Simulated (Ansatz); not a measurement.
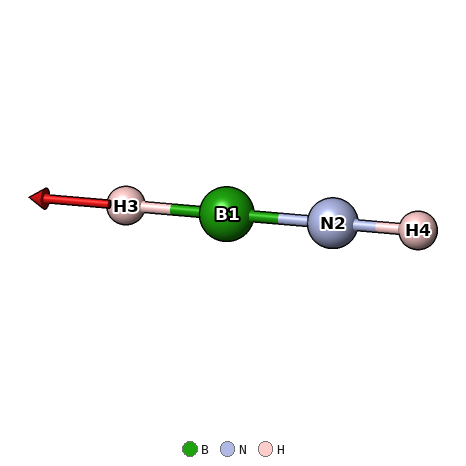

The arrows show one normal mode. Harmonic vibrations computed with RKS PBE0-D4/def2-TZVP (Ansatz 0.2.0) at a stationary point of the same level.

What kind of motion is it?

Mostly B–H stretching.

Estimate its harmonic wavenumber.

2888 cm⁻¹; it is mode 6 of 7 counted from the lowest.
